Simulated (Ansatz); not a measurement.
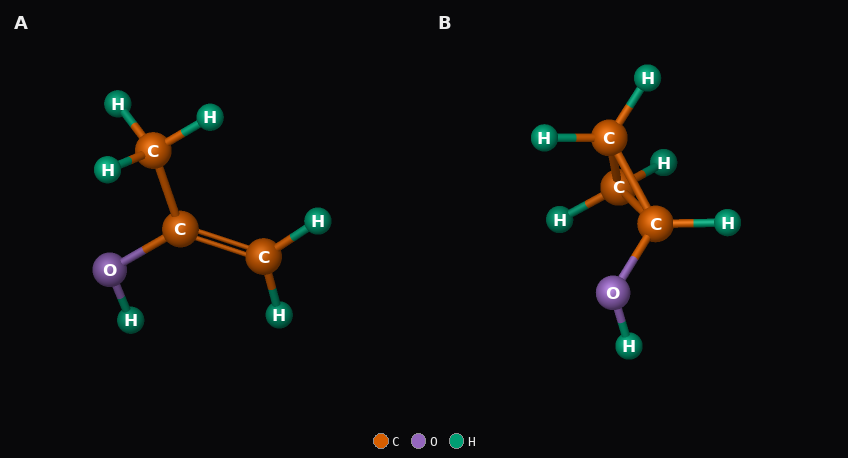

2 stationary structures of one formula. Geometries: PBE-D4/def2-SVP. Electronic energies: PBE-D4/def2-SVP (Ansatz 0.2.0), without zero-point energy. No frequency run is at hand to confirm each as a minimum.

Are they conformers, stereoisomers or constitutional isomers?

They are constitutional isomers of C3H6O: A `C=C(C)O`, B `OC1CC1`.

Which is lowest in energy, and by how much?

A is lowest; B lies 59.6 kJ/mol above it.
